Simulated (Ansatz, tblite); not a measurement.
# Sn(CCH)H3 (C2H4Sn): spin-state energies by level

Is the singlet the ground state of Sn(CCH)H3 (C2H4Sn)? Other spin states are computed and compared level by level.

Computed with Ansatz 0.2.0, Gaussian basis. Level: as each input shows.

Plan: triplet, at the geometry of the singlet (GFN1-xTB, GFN2-xTB, PBE0-D4/def2-TZVP, PBE-D4/def2-TZVP, r2SCAN-D4/def2-TZVP); the singlet's energies come from earlier runs.

1 further run of the same task is left out (it didn't finish). Runs told in other sessions of the task aren't counted.

**1. The relaxed structure**

The singlet was relaxed beforehand with PBE0-D4/def2-TZVP.

7 atoms, charge 0, spin multiplicity 1.

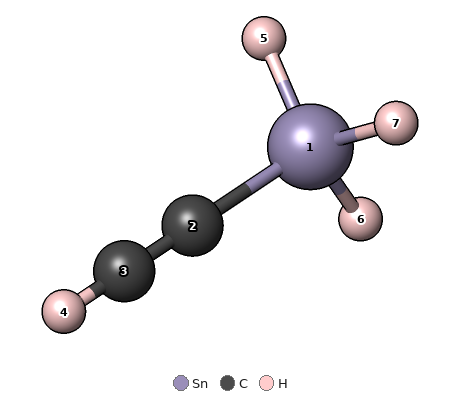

The structure; tin purple, carbon dark grey, hydrogen pink; atoms are numbered from 1 in the order of the file.

Sn takes a core potential in the def2 sets. No spin-orbit coupling is included.

**2. Triplet at the fixed geometry, GFN1-xTB**

Tight binding, by tblite at 300 K electronic temperature and without a spin-polarisation term:

```python
tblite.interface.Calculator('GFN1-xTB', numbers, positions, charge=0, uhf=2).singlepoint()
```

Energy -232.5792 eV; 0.003 s.

**3. Triplet at the fixed geometry, GFN2-xTB**

Tight binding, by tblite at 300 K electronic temperature and without a spin-polarisation term:

```python
tblite.interface.Calculator('GFN2-xTB', numbers, positions, charge=0, uhf=2).singlepoint()
```

Energy -219.6880 eV; 0.003 s.

**4. Triplet at the fixed geometry, PBE0-D4/def2-TZVP**

Contents of in.yaml:

```yaml
crystal:
  periodic: [false, false, false]
  atoms:
    - {symbol: Sn, position_ang: [-0.004903, -0.007310, -1.163292]}
    - {symbol: C, position_ang: [0.003738, 0.005702, 0.918039]}
    - {symbol: C, position_ang: [0.008916, 0.013348, 2.124481]}
    - {symbol: H, position_ang: [0.013470, 0.020038, 3.190543]}
    - {symbol: H, position_ang: [1.610340, -0.006662, -1.696626]}
    - {symbol: H, position_ang: [-0.819222, 1.388152, -1.695291]}
    - {symbol: H, position_ang: [-0.812339, -1.413268, -1.677855]}
basis:
  gaussian: {orbitals: def2-TZVP}
magnetization: {spin_polarized: true, initial_magnetization: 2}
hamiltonian: {xc: pbe0, dispersion: d4}
scf: {omitted_lower_state_checks: [starts]}
output: {orbitals: {seedname: orbitals}}
```

Launch:

```console
ansatz run in.yaml --threads 4 --pin off --events-out ev --progress --plain --max-ram 3916MiB
```

Log:

```text
Functional definition: PBE0
  name "PBE0"
  cite "Adamo & Barone, J. Chem. Phys. 110, 6158 (1999) doi:10.1063/1.478522"
  cite "Perdew, Burke & Ernzerhof, Phys. Rev. Lett. 77, 3865 (1996) doi:10.1103/PhysRevLett.77.3865"
  parent pbe
  parameter a = 0.25
  parameter kappa = 0.804
  parameter beta = 0.06672455060314922
  exchange = (1 - a)*pbe_x(kappa = kappa, mu = beta*pi^2/3) + a*exact_x
  correlation = pbe_c(beta = beta)
these checks for a lower state are left out or cut short: starts
997 factors; their error is unknown
mean field evaluation 1: about -7944.2438 eV, gradient 4.9e1 eV
mean field evaluation 2: about -7788.8027 eV, gradient 1.3e2 eV
mean field evaluation 4: about -7960.1464 eV, gradient 8.6e0 eV
mean field evaluation 8: about -7960.7760 eV, gradient 2.6e-1 eV
mean field evaluation 16: about -7960.8512 eV, gradient 9.7e-4 eV
mean field evaluation 32: about -7960.8510 eV, gradient 3.7e-1 eV
mean field -7960.85127779 eV, -292.5558883998 hartree, gradient 2.4e-6 eV, S^2 2.008765; 1 other end points of the search recorded, 0 dependent functions left out
reference -7960.85131548 eV, -292.5558897850 hartree; 20, 18 occupied and 116, 118 virtual orbitals, 997 factors
Total energy: -7960.95256483 eV, -292.5596106301 hartree
Checks for a lower state left out: starts
```

Wall time 16 s (4 threads of Arm Neoverse V2, shared host).

From the report: HOMO -3.01 eV, LUMO -4.78 eV (over both spins; with the spin held, an empty level of the minority spin lies below the top filled one); ⟨S²⟩ 2.009 (pure: 2.00).

**5. Triplet at the fixed geometry, PBE-D4/def2-TZVP**

start.molden holds the orbitals of an earlier run on this state, given as this run's starting guess.

Changes to in.yaml since step 4:

```diff
@@ -11,5 +11,5 @@
 basis:
-  gaussian: {orbitals: def2-TZVP}
+  gaussian: {orbitals: def2-TZVP, initial_orbitals: start.molden}
 magnetization: {spin_polarized: true, initial_magnetization: 2}
-hamiltonian: {xc: pbe0, dispersion: d4}
+hamiltonian: {xc: pbe, dispersion: d4}
 scf: {omitted_lower_state_checks: [starts]}
```

The command is unchanged.

Log:

```text
Functional definition: PBE
  name "PBE"
  cite "Perdew, Burke & Ernzerhof, Phys. Rev. Lett. 77, 3865 (1996) doi:10.1103/PhysRevLett.77.3865"
  parent pbe
  parameter kappa = 0.804
  parameter beta = 0.06672455060314922
  exchange = pbe_x(kappa = kappa, mu = beta*pi^2/3)
  correlation = pbe_c(beta = beta)
these checks for a lower state are left out or cut short: starts
924 factors; their error is unknown
mean field evaluation 1: about -7960.1635 eV, gradient 4.7e0 eV
mean field evaluation 2: about -7960.2606 eV, gradient 2.0e-1 eV
mean field evaluation 4: about -7960.2470 eV, gradient 1.8e-2 eV
mean field evaluation 8: about -7960.2470 eV, gradient 3.0e-3 eV
mean field evaluation 16: about -7960.2470 eV, gradient 4.3e-3 eV
mean field evaluation 32: about -7960.2470 eV, gradient 1.8e-3 eV
mean field -7960.24701605 eV, -292.5336821907 hartree, gradient 1.4e-6 eV, S^2 2.006403; 0 other end points of the search recorded, 0 dependent functions left out
reference -7960.24706800 eV, -292.5336840999 hartree; 20, 18 occupied and 116, 118 virtual orbitals, 924 factors
Total energy: -7960.36679341 eV, -292.5380839272 hartree
Checks for a lower state left out: starts
```

Wall time 13 s (4 threads of Arm Neoverse V2, shared host).

HOMO -1.91 eV, LUMO -6.21 eV (over both spins; with the spin held, an empty level of the minority spin lies below the top filled one); ⟨S²⟩ 2.006 (pure: 2.00).

**6. Triplet at the fixed geometry, r2SCAN-D4/def2-TZVP**

Changes to in.yaml since step 5:

```diff
@@ -13,3 +13,3 @@
 magnetization: {spin_polarized: true, initial_magnetization: 2}
-hamiltonian: {xc: pbe, dispersion: d4}
+hamiltonian: {xc: r2scan, dispersion: d4}
 scf: {omitted_lower_state_checks: [starts]}
```

Same command.

Log, cut to the lines that bear on the results:

```text
Functional definition: r2SCAN
  name "r2SCAN"
  cite "Furness, Kaplan, Ning, Perdew & Sun, J. Phys. Chem. Lett. 11, 8208 (2020) doi:10.1021/acs.jpclett.0c02405"
  cite "Furness, Kaplan, Ning, Perdew & Sun, J. Phys. Chem. Lett. 11, 9248 (2020) doi:10.1021/acs.jpclett.0c03077"
  parent r2scan
[...]
924 factors; their error is unknown
[...]
mean field -7964.39389472 eV, -292.6860771709 hartree, gradient 2.1e-6 eV, S^2 2.012420; 0 other end points of the search recorded, 0 dependent functions left out
reference -7964.39391355 eV, -292.6860778628 hartree; 20, 18 occupied and 116, 118 virtual orbitals, 924 factors
Total energy: -7964.42163040 eV, -292.6870964383 hartree
Checks for a lower state left out: starts
```

Run time: 24 s. Hardware: 4 threads of Arm Neoverse V2, shared host.

HOMO -2.20 eV, LUMO -5.53 eV (over both spins; with the spin held, an empty level of the minority spin lies below the top filled one); ⟨S²⟩ 2.012 (pure: 2.00).

**7. Triplet less singlet, vertical**

The singlet's energies are those of its earlier runs, whose logs aren't repeated here.

```tsv
level	triplet less singlet, vertical (eV)	time
GFN1-xTB	+6.132	0.006 s
GFN2-xTB	+6.170	0.005 s
PBE-D4/def2-TZVP	+5.336	13 s
r2SCAN-D4/def2-TZVP	+5.136	25 s
PBE0-D4/def2-TZVP	+5.245	16 s
```

Times add the two runs; a level without a time comes out of a correlated run. Tight binding without a spin term can't rank spin states.

**8. Summary of results**

| quantity | value |
| --- | --- |
| triplet less singlet, vertical, functionals in def2-TZVP | +5.136 (r2SCAN-D4) to +5.336 eV (PBE-D4) |

**Reading.** All functionals put the triplet above the singlet, over a spread of 0.200 eV. The checks for a lower triplet were left out, so another state of that spin may lie lower. These are electronic energies, without zero-point motion, entropy or surroundings.
